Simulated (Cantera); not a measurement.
Charge: 1 mol Si(CH3)4, 140 mol H2, at 0.540 bar.

These are equilibrium values from Cantera (NASA tables, ideal gas, pure condensed phases), not measurements of a reactor. Candidate condensed phases: C, C6H6, C7H8, C8H18, Si, SiC; 87 gas species. Gases not in the tables: Si2H6 and higher silanes. Equilibrium is a limit: real reactors are often held back by kinetics, nucleation or transport.

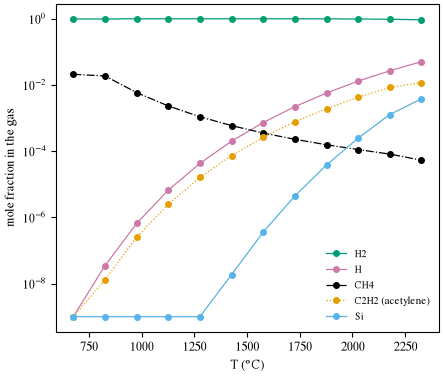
Fig. 1. Equilibrium gas composition (values under 1e-9 drawn at 1e-9)

**Question.** Read off the mole fractions at 1427 °C.

**Answer.** H2 about 1.00, CH4 about 0.00059, H about 0.00020, C2H2 (acetylene) about 7.3e-5, Si about 1.9e-8.
